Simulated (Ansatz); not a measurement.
CoSn (CoSn type, space group P6/mmm)

```
CELL_PARAMETERS angstrom
      5.24162     0.00000     0.00000
     -2.62081     4.53938     0.00000
      0.00000     0.00000     4.18794
ATOMIC_POSITIONS crystal
  Co 0.50000 0.00000 0.00000
  Co 0.50000 0.50000 0.00000
  Co 0.00000 0.50000 0.00000
  Sn 0.00000 0.00000 0.00000
  Sn 0.33333 0.66667 0.50000
  Sn 0.66667 0.33333 0.50000
```

In each cell atom 1 (Co, nearest neighbour Sn at 2.583 Å; its periodic images, 4.2 Å or more away, move with it) moves by s·(0.000, 0.000, 1.000) (along Cartesian z), the rest being held.

Method: r2SCAN (plane waves to 500 eV, PAW, scalar-relativistic; Ansatz, an electronic-structure program). k mesh 8×8×9 (Γ-centred), Fermi-Dirac smearing 0.05 eV. Energies are smeared free energies. With partly filled bands, energies and forces of such displacements shift with the k mesh and the smearing. F∥ is the force on the atom along that direction. CoSn is run without spin polarisation. CoSn was relaxed with its symmetry unable to fall. ΔE is measured from the undisplaced structure.

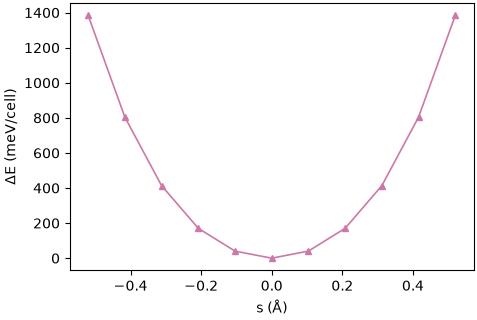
Figure: ΔE (meV/cell) against s (Å); markers are the computed points, lines only join them.

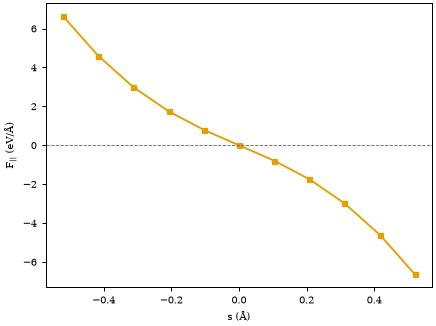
Figure: F∥ (eV/Å) against s (Å); markers are the computed points, lines only join them.

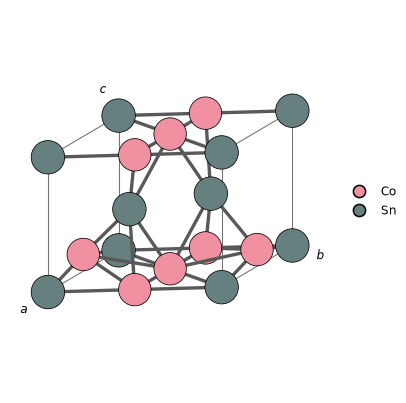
Fig. 1. The cell of the calculation at s = 0.520 Å.

The force constant k = d²E/ds² at s = 0 (finite differences) is 7.35 eV/Å² and the energy at s = 0.520 Å comes out as 1384 meV/cell. Symmetry of the curve: even: the same for both signs. Harmonic estimate at the end of the scan: ½ks² = 994 meV/cell against the computed 1384 meV/cell, so the well is stiffer than harmonic there. Shape of the curve: a single well with its minimum at or next to zero displacement.

With its periodic images moving along, the atom's site symmetry in this cell is mmm.

(A displaced cell: forces are minus the slopes of the energy, force constants its curvatures, and phonons follow from these.)
